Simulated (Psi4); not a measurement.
# A workflow on SiNH4 (SMILES N[SiH2])

Aim: a structure relaxation (UCAM-B3LYP/def2-SVP), then vibrational wavenumbers, then the excited states (TD-CAM-B3LYP/def2-SVP) of SiNH4. 

Program for the calculation: Psi4 1.11.

## 1. Starting point

The species is SiNH4 (6 atoms), meant as a doublet with charge 0. As SMILES, `N[SiH2]`. All atoms were displaced at random from a relaxed shape. The run starts from this shape.

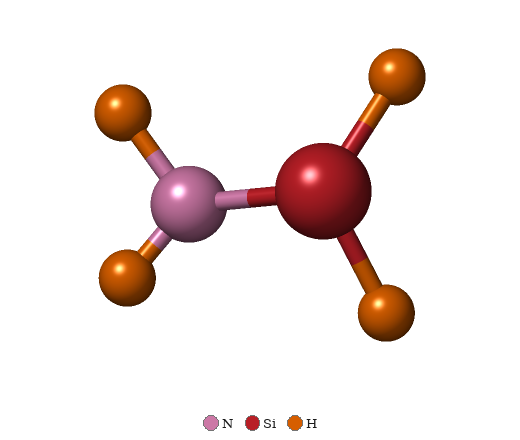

The structure, seen from a chosen angle (nitrogen pink, silicon red, hydrogen orange).

## 2. A structure relaxation at UCAM-B3LYP/def2-SVP (density fitting) (run 1)

File h4nsi.dat:

```
memory 1.6 GB

molecule m {
  0 2
  N      0.019498    -0.791543    -0.041299
  Si     0.295792     0.870013     0.112861
  H      0.593220    -1.476679    -0.520102
  H     -0.466816    -1.409109     0.865361
  H      0.651364     1.277308    -1.243962
  H     -0.876755     1.555527     0.709690
  units angstrom
  symmetry c1
}

set basis def2-SVP
set reference uks
set geom_maxiter 60

result = optimize("cam-b3lyp")
```

On the command line:

```bash
$ psi4 h4nsi.dat h4nsi.out -n 1
```

h4nsi.out:

```text
[...]
  Running in c1 symmetry.
[...]
  Nuclear repulsion =   57.515898755113753
[...]
  Multiplicity = 2
[...]
  Nalpha       = 13
  Nbeta        = 12
[...]
    Number of basis functions: 52
[...]
   @DF-UKS iter   1:  -346.25513597366393   -3.59598e-01   1.18540e-02 DIIS/ADIIS
[...]
   @DF-UKS iter   7:  -346.45532805758876   -1.08002e-12   3.76827e-09 DIIS
[...]
   @S^2 Observed:                7.524411050E-01
[...]
    Orbital Energies [Eh]
    ---------------------
    Alpha Occupied:
       1A    -66.184063     2A    -14.390401     3A     -5.353978
       4A     -3.718278     5A     -3.715465     6A     -3.714593
       7A     -0.922559     8A     -0.602956     9A     -0.561790
      10A     -0.456260    11A     -0.400178    12A     -0.373062
      13A     -0.233899
    Alpha Virtual:
      14A      0.071098    15A      0.118181    16A      0.139779
      17A      0.165476    18A      0.173689    19A      0.243904
      20A      0.376730    21A      0.422080    22A      0.448883
      23A      0.505050    24A      0.525918    25A      0.578448
[...]
  @DF-UKS Final Energy:  -346.45532805758876
   => Energetics <=
    Nuclear Repulsion Energy =             57.2838130246051804
    One-Electron Energy =                -591.4840658415698726
    Two-Electron Energy =                 209.6545151633119417
    DFT Exchange-Correlation Energy =     -21.9095904039359723
    Empirical Dispersion Energy =           0.0000000000000000
    VV10 Nonlocal Energy =                  0.0000000000000000
    Total Energy =                       -346.4553280575887584
[...]
 Multipole Moments:
 ------------------------------------------------------------------------------------
     Multipole            Electronic (a.u.)      Nuclear  (a.u.)        Total (a.u.)
 ------------------------------------------------------------------------------------
 L = 1.  Multiply by 2.5417464519 to convert [e a0] to [Debye]
 Dipole X            :          0.9503957           -0.8401694            0.1102263
 Dipole Y            :          0.2661357           -0.8884391           -0.6223034
 Dipole Z            :          0.7087768           -0.5584238            0.1503530
 Magnitude           :                                                    0.6496286
[...]
  -Total Gradient:
     Atom            X                  Y                   Z
    ------   -----------------  -----------------  -----------------
       1        0.000062905631     0.000045753910     0.000009597022
       2       -0.000016383610    -0.000060379620    -0.000011391029
       3       -0.000012332803     0.000007395561     0.000011270431
       4       -0.000023687039     0.000008793550    -0.000013714655
       5       -0.000017513120     0.000004338835     0.000008452446
       6        0.000010971963     0.000003936308    -0.000001869383
[...]
    Final optimized geometry and variables:
    Molecular point group: c1
    Full point group: C1
    Geometry (in Angstrom), charge = 0, multiplicity = 2:
    N           -0.218714918063    -1.104779084841    -0.058608375561
    SI           0.141899526738     0.587721551227     0.050842060958
    H            0.386308746184    -1.725975020892    -0.585874494431
    H           -0.642528417126    -1.590859351860     0.725033276824
    H            0.427886821100     1.079671128290    -1.333820844883
    H           -1.071854605658     1.272373378337     0.597626699416
    Psi4 run time: 0:00:26.55
[...]
```

The script printed:

```text
Optimizer: Optimization complete!
```

Run time: 27 s. Hardware: 1 thread of AMD EPYC 9R45 (Zen 5), shared host; peak memory 0.45 GiB.

Steps, from the record of the run:

| step | energy from the first frame kept (eV) | largest force (eV/Å) |
| --- | --- | --- |
| 0 | 0.0000 | 6.1650 |
| 1 | -0.6077 | 1.2357 |
| 2 | -0.6324 | 0.4975 |
| 3 | -0.6360 | 0.3549 |
| 4 | -0.6370 | 0.2659 |
| 5 | -0.6375 | 0.1873 |
| 6 | -0.6378 | 0.0076 |
| 7 | -0.6379 | 0.0040 |

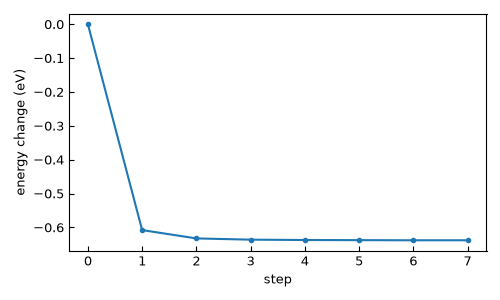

Energy along the run.

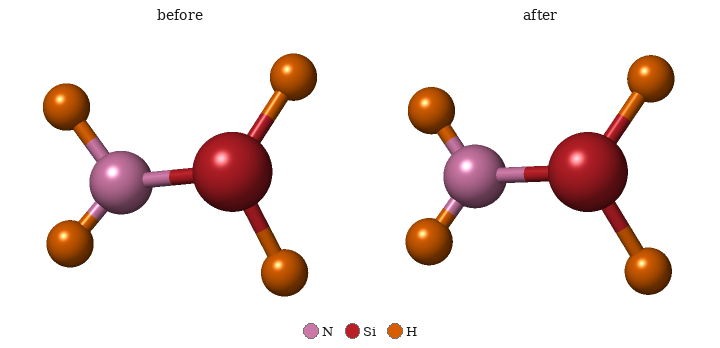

Before and after, at one scale.

After the run. Bond lengths: N1–Si2 1.734 Å, N1–H3 1.015 Å, N1–H4 1.015 Å, Si2–H5 1.497 Å, Si2–H6 1.497 Å. Angles: N1–Si2–H5 107.6°, N1–Si2–H6 107.5°, Si2–N1–H3 120.4°, Si2–N1–H4 120.4°, H5–Si2–H6 110.0°, H3–N1–H4 110.9°.

## 3. The harmonic vibrations at UCAM-B3LYP/def2-SVP (density fitting) (run 2)

File h4nsi.dat:

```
memory 1600 mb

molecule {
  0 2
  N     -0.035094    -0.817830    -0.006693
  Si     0.325520     0.874670     0.102758
  H      0.569929    -1.439026    -0.533959
  H     -0.458908    -1.303911     0.776949
  H      0.611507     1.366620    -1.281905
  H     -0.888234     1.559322     0.649542
}

set basis def2-SVP
set reference uks
set t 600.0
set rotational_symmetry_number 1

frequency("cam-b3lyp")
```

On the command line:

```bash
$ psi4 -i h4nsi.dat -o h4nsi.out -n 1
```

h4nsi.out, shortened:

```text
[...]
  Running in c1 symmetry.
[...]
  Nuclear repulsion =   57.283824637910023
[...]
  Multiplicity = 2
[...]
  Nalpha       = 13
  Nbeta        = 12
[...]
    Number of basis functions: 52
[...]
   @DF-UKS iter   1:  -346.28644144362141   -3.57932e-01   1.18543e-02 DIIS/ADIIS
[...]
   @DF-UKS iter  12:  -346.45532684272223   -3.06954e-12   4.31427e-09 DIIS
[...]
   @S^2 Observed:                7.524401997E-01
[...]
  @DF-UKS Final Energy:  -346.45532684272223
   => Energetics <=
    Nuclear Repulsion Energy =             57.2928817933143080
    One-Electron Energy =                -591.5029098516744170
    Two-Electron Energy =                 209.6647252692210657
    DFT Exchange-Correlation Energy =     -21.9100240535832427
    Empirical Dispersion Energy =           0.0000000000000000
    VV10 Nonlocal Energy =                  0.0000000000000000
    Total Energy =                       -346.4553268427222292
[...]
 Multipole Moments:
[...]
  -Total Gradient:
     Atom            X                  Y                   Z
    ------   -----------------  -----------------  -----------------
       1        0.000052929285     0.000061328475     0.000026003476
       2       -0.000019434118     0.000169388189    -0.000428631441
       3       -0.000014518892     0.000011991668     0.000004900863
       4       -0.000026093741     0.000007281477    -0.000010827562
       5       -0.000173317814    -0.000148238048     0.000549347313
       6        0.000184428285    -0.000091881033    -0.000138512880
[...]
  ==> Harmonic Vibrational Analysis <==
[...]
  Freq [cm^-1]                 228.9510            424.5025            636.4486
[...]
  IR activ [km/mol]             9.1521             192.8231             8.3682
[...]
  Freq [cm^-1]                 768.5745            843.0397            891.7771
[...]
  IR activ [km/mol]            72.4605             31.9260             48.2511
[...]
  Freq [cm^-1]                 910.5813           1548.7735           2174.6329
[...]
  IR activ [km/mol]            105.3174            42.4940             88.5181
[...]
  Freq [cm^-1]                2204.5657           3594.6812           3687.9923
[...]
  IR activ [km/mol]            194.6305            44.5082             36.6207
[...]
  Total E_0, Enthalpy at 0 [K]                                                         -346.41451579 [Eh]
[...]
  Total H, Enthalpy at  600.00 [K]                                                     -346.40098813 [Eh]
[...]
```

The script printed:

```text
Warning: used thermodynamics relations inappropriate for low-frequency modes: ['228.9510' '424.5025']
```

Run time: 2.1 min. Hardware: 1 thread of AMD EPYC 9R45 (Zen 5), shared host; peak memory 0.43 GiB.

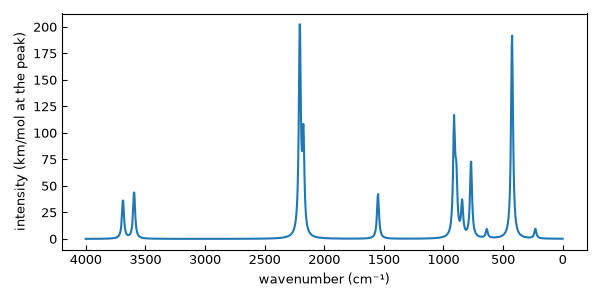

Harmonic infrared spectrum, unscaled, lines broadened by 10 cm⁻¹.

## 4. The excited states at TD-CAM-B3LYP/def2-SVP (density fitting, save jk yes) (run 3)

File h4nsi.dat:

```
memory 1600 MB

molecule mol {
  0 2
  N
  Si 1 1.733949
  H 1 1.014863 2 120.4161
  H 1 1.014883 3 110.9134 2 -148.42917
  H 2 1.497029 1 107.58427 3 48.35877
  H 2 1.49697 5 110.02572 1 -116.83495
}

set globals {
  basis def2-SVP
  reference uks
  save_jk true
}

from psi4.driver.procrouting.response.scf_response import tdscf_excitations
e, wfn = energy("cam-b3lyp", return_wfn=True)
states = tdscf_excitations(wfn, states=4, tda=False)
print_variables()
```

On the command line:

```bash
$ psi4 -n 1 h4nsi.dat h4nsi.out
```

h4nsi.out, shortened:

```text
[...]
  Running in c1 symmetry.
[...]
  Nuclear repulsion =   57.283819383327767
[...]
  Multiplicity = 2
[...]
  Nalpha       = 13
  Nbeta        = 12
[...]
    Number of basis functions: 52
[...]
   @DF-UKS iter   1:  -346.28644146161491   -3.57932e-01   1.18543e-02 DIIS/ADIIS
[...]
   @DF-UKS iter   8:  -346.45532806622464   -1.00853e-07   9.97103e-07 DIIS
[...]
   @S^2 Observed:                7.524405407E-01
[...]
  @DF-UKS Final Energy:  -346.45532806622464
   => Energetics <=
    Nuclear Repulsion Energy =             57.2838193833277671
    One-Electron Energy =                -591.4840574642076945
    Two-Electron Energy =                 209.6544973457243088
    DFT Exchange-Correlation Energy =     -21.9095873310689946
    Empirical Dispersion Energy =           0.0000000000000000
    VV10 Nonlocal Energy =                  0.0000000000000000
    Total Energy =                       -346.4553280662246380
[...]
 Multipole Moments:
 ------------------------------------------------------------------------------------
     Multipole            Electronic (a.u.)      Nuclear  (a.u.)        Total (a.u.)
 ------------------------------------------------------------------------------------
 L = 1.  Multiply by 2.5417464519 to convert [e a0] to [Debye]
 Dipole X            :          1.0542414           -0.7655873            0.2886541
 Dipole Y            :          0.3359142           -0.2461716            0.0897426
 Dipole Z            :          0.5022064           -1.0771831           -0.5749767
 Magnitude           :                                                    0.6495946
[...]
**********                               WARNING                                **********
**********       The names of excited state variables changed between 1.5       **********
[...]
**********                               WARNING                                **********
**********  Length-gauge rotatory strengths are **NOT** gauge-origin invariant  **********
[...]
                                    Excitation Energy         Total Energy        Oscillator Strength             Rotatory Strength
[...]
Excited State    1 (1 A):   0.15963 au   285.44 nm f = 0.0138
[...]
Excited State    2 (1 A):   0.17776 au   256.32 nm f = 0.0904
[...]
Excited State    3 (1 A):   0.20314 au   224.30 nm f = 0.0598
[...]
Excited State    4 (1 A):   0.20985 au   217.12 nm f = 0.0163
[...]
```

Wall time 17 s (1 thread of AMD EPYC 9R45 (Zen 5), shared host); peak memory 0.41 GiB.

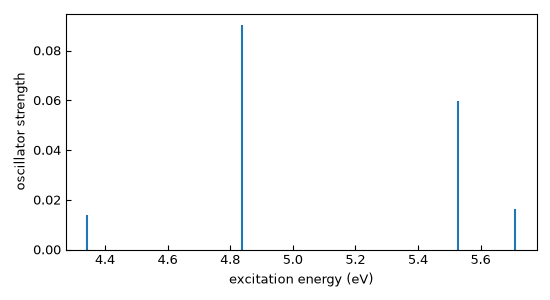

Vertical excitations as sticks.

The roots found:

| excited state | energy (eV) | strength | label |
| --- | --- | --- | --- |
| 1 | 4.344 | 0.0138 | A 1 |
| 2 | 4.837 | 0.0904 | A 1 |
| 3 | 5.528 | 0.0598 | A 1 |
| 4 | 5.710 | 0.0163 | A 1 |

## 5. Outcome

| quantity | value |
| --- | --- |
| run 1, UCAM-B3LYP/def2-SVP: total energy at the end | -346.45533 Eh |
| run 1, UCAM-B3LYP/def2-SVP: dipole moment | 1.65 D |
| run 1, UCAM-B3LYP/def2-SVP: HOMO energy (highest over α and β) | -6.36 eV |
| run 1, UCAM-B3LYP/def2-SVP: LUMO energy (lowest over α and β) | -0.62 eV |
| run 1, UCAM-B3LYP/def2-SVP: ⟨S²⟩ | 0.752 |
| run 2, UCAM-B3LYP/def2-SVP: lowest harmonic wavenumber | 229 cm⁻¹ |
| run 2, UCAM-B3LYP/def2-SVP: highest harmonic wavenumber | 3688 cm⁻¹ |
| run 2, UCAM-B3LYP/def2-SVP: zero-point energy | 107.2 kJ/mol |
| run 2, UCAM-B3LYP/def2-SVP: ideal-gas entropy at 600 K (symmetry number 1 as used) | 75.4 cal/(mol K) |
| run 3, TD-CAM-B3LYP/def2-SVP: ground-state or mean-field energy | -346.45533 Eh |
| run 3, TD-CAM-B3LYP/def2-SVP: dipole moment (CAM-B3LYP Kohn–Sham density) | 1.65 D |
| run 3, TD-CAM-B3LYP/def2-SVP: HOMO energy (CAM-B3LYP Kohn–Sham orbitals) (highest over α and β) | -6.36 eV |
| run 3, TD-CAM-B3LYP/def2-SVP: LUMO energy (CAM-B3LYP Kohn–Sham orbitals) (lowest over α and β) | -0.62 eV |
| run 3, TD-CAM-B3LYP/def2-SVP: ⟨S²⟩ of the reference determinant | 0.752 |
| run 3, TD-CAM-B3LYP/def2-SVP: lowest excitation energy | 4.34 eV |

In words: The optimisation (run 1, UCAM-B3LYP/def2-SVP) took 8 steps and changed the energy by -0.638 eV. All 12 modes (run 2, UCAM-B3LYP/def2-SVP) are real, so the shape is a minimum at this level. The brightest of the 4 transitions from the ground state lies at 4.84 eV (256 nm, f = 0.090); the lowest, at 4.34 eV, has f = 0.014.
